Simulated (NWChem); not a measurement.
# CHClF2 (SMILES FC(F)Cl): levels of theory compared

We compute a comparison of 4 runs (HF/STO-3G, HF/3-21G, B3LYP/6-31G*) of CHClF2. 

The results are computed with NWChem 7.3.0.

1 further run of the same task is left out (set aside as unsound or not needed).

**1. The molecule**

CHClF2: 5 atoms, total charge 0, spin state singlet. SMILES: `FC(F)Cl`. The shape is that of a PBE0-D4/def2-TZVP optimisation.

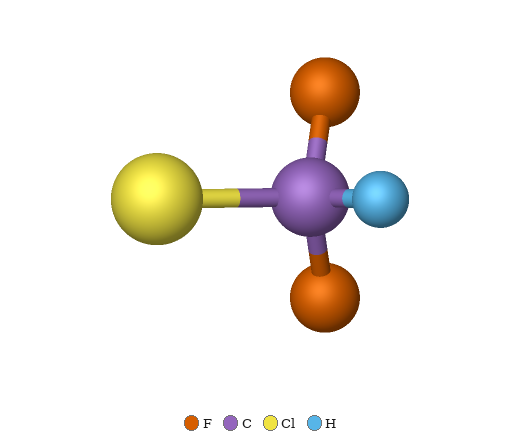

The structure, seen from a chosen angle (fluorine orange, carbon purple, chlorine yellow, hydrogen blue).

**2. Energy and forces at HF/STO-3G (run 1)**

File job.nw:

```
start job
title "CHClF2 hf"
memory 2200 mb

geometry units bohr noautosym nocenter noautoz
  F    0.07351035  -1.07355341   2.30981224
  C    0.20673604   0.04459754   0.05347925
  F    1.59530679  -1.40954672  -1.46812823
  Cl  -2.85537617   0.39476379  -1.21093650
  H    1.07449827   1.90446599   0.23772755
end

basis "ao basis" spherical bse
  * library STO-3G
end

scf
  thresh 1e-08
  maxiter 80
  print medium
end

task scf gradient
```

The run is started by

```console
$ nwchem job.nw > job.out
```

The log of the run:

```text
[...]
  functions       =    25
[...]
  wavefunction    = RHF
[...]
         Total SCF energy =   -688.629256838734
      One-electron energy =  -1292.265890205406
      Two-electron energy =    435.229888259197
 Nuclear repulsion energy =    168.406745107475
        Time for solution =      0.5s
[...]
                         RHF ENERGY GRADIENTS
    atom               coordinates                        gradient
                 x          y          z           x          y          z
   1 F       0.073510  -1.073553   2.309812    0.003326   0.017945  -0.039938
   2 C       0.206736   0.044598   0.053479   -0.023365  -0.011463  -0.008513
   3 F       1.595307  -1.409547  -1.468128   -0.024056   0.024043   0.027962
   4 Cl     -2.855376   0.394764  -1.210937    0.048497  -0.009047   0.020344
   5 H       1.074498   1.904466   0.237728   -0.004401  -0.021478   0.000145
[...]
```

It took 1.2 s on 1 thread of Intel Xeon 6975P-C (Granite Rapids), shared host; peak memory 0.098 GiB.

**3. Energy and gradient at HF/3-21G (run 2)**

File job.nw:

```
start job
memory total 2200 mb
geometry noautosym nocenter noautoz
F     0.038900   -0.568100    1.222300
C     0.109400    0.023600    0.028300
F     0.844200   -0.745900   -0.776900
Cl   -1.511000    0.208900   -0.640800
H     0.568600    1.007800    0.125800
end
basis spherical bse
* library 3-21G
end
scf
thresh 1e-08
maxiter 80
end
task scf gradient
```

The run is started by

```console
$ nwchem job.nw > job.out
```

The log of the run:

```text
[...]
  functions       =    42
[...]
  wavefunction    = RHF
[...]
         Total SCF energy =   -693.310614166096
      One-electron energy =  -1295.784825168258
      Two-electron energy =    434.067453843199
 Nuclear repulsion energy =    168.406757158964
        Time for solution =      0.5s
[...]
                         RHF ENERGY GRADIENTS
    atom               coordinates                        gradient
                 x          y          z           x          y          z
   1 F       0.073510  -1.073553   2.309812    0.004375   0.008076  -0.018428
   2 C       0.206736   0.044598   0.053479   -0.039172  -0.028689  -0.013324
   3 F       1.595307  -1.409547  -1.468128   -0.009078   0.011087   0.014914
   4 Cl     -2.855376   0.394764  -1.210936    0.034355  -0.003934   0.014192
   5 H       1.074498   1.904466   0.237728    0.009520   0.013460   0.002645
[...]
```

Run time: 1.4 s. Hardware: 1 thread of Intel Xeon 6975P-C (Granite Rapids), shared host; peak memory 0.098 GiB.

Run 3 isn't shown in full; the table further down has it.

**4. Energy and gradient at B3LYP/6-31G(d) (spherical functions) (run 4)**

File job.xyz:

```xyz
5
CHClF2
F      0.038900    -0.568100     1.222300
C      0.109400     0.023600     0.028300
F      0.844200    -0.745900    -0.776900
Cl    -1.511000     0.208900    -0.640800
H      0.568600     1.007800     0.125800
```

File job.nw:

```
start job
title "CHClF2"
memory total 2200 mb

geometry units angstroms noautosym nocenter noautoz
  load job.xyz
end

basis spherical bse
  * library 6-31G*
end

dft
  xc b3lyp
  grid xfine
  convergence energy 1e-08
  iterations 100
  mulliken
  print low
end

task dft gradient
```

The run is started by

```console
$ nwchem job.nw > job.out
```

The log of the run:

```text
[...]
 d= 0,ls=0.0,diis     1   -698.4155342385 -8.67D+02  2.35D-02  1.32D+00     1.2
[...]
 d= 0,ls=0.0,diis     8   -698.5653286741 -6.28D-09  5.11D-06  1.05D-07     7.5
         Total DFT energy =     -698.565328674062
      One electron energy =    -1300.781889635304
           Coulomb energy =      488.856877226437
    Exchange-Corr. energy =      -55.047073424159
 Nuclear repulsion energy =      168.406757158964
[...]
      Total Density - Mulliken Population Analysis
     ---------------------------------------------
    Atom       Charge   Shell Charges
 -----------   ------   -------------------------------------------------------
    1 F    9     9.26   2.00  0.94  3.31  1.02  1.98  0.02
    2 C    6     5.60   2.00  0.70  1.87  0.39  0.51  0.13
    3 F    9     9.26   2.00  0.94  3.31  1.02  1.98  0.02
    4 Cl  17    17.04   2.00  2.00  5.97  1.42  3.63  0.52  1.47  0.03
    5 H    1     0.83   0.54  0.29
[...]
                         DFT ENERGY GRADIENTS
    atom               coordinates                        gradient
                 x          y          z           x          y          z
   1 F       0.073510  -1.073553   2.309812    0.001368   0.003301  -0.008901
   2 C       0.206736   0.044598   0.053479   -0.008379  -0.005453  -0.002965
   3 F       1.595307  -1.409547  -1.468128   -0.004971   0.004730   0.006799
   4 Cl     -2.855376   0.394764  -1.210936    0.012076  -0.001491   0.005003
   5 H       1.074498   1.904466   0.237728   -0.000095  -0.001088   0.000064
 Task  times  cpu:       10.0s     wall:       10.0s
 Total times  cpu:       10.0s     wall:       10.0s
```

Wall time 11 s (1 thread of Intel Xeon 6975P-C (Granite Rapids), shared host); peak memory 0.13 GiB.

**5. Overview of the runs**

| run | level | Cartesian functions | iteration cap | energy (Eh) | largest force (eV/Å) | wall time |
| --- | --- | --- | --- | --- | --- | --- |
| 1 | HF/STO-3G | no | 80 | -688.629257 | 2.744 | 1.2 s |
| 2 | HF/3-21G | no | 80 | -693.310614 | 2.589 | 1.4 s |
| 3 | B3LYP/6-31G* (Cartesian functions) | yes | 100 | -698.571467 | 0.699 | 12 s |
| 4 | B3LYP/6-31G* (spherical functions) | no | 100 | -698.565329 | 0.677 | 11 s |

**6. What came out**

| quantity | value |
| --- | --- |
| run 4: total energy | -698.56533 Eh |
| run 4: largest force on an atom | 0.677 eV/Å |

In run 1 the basis is minimal, so the values are rough. All runs together took 25 s, the longest 12 s.
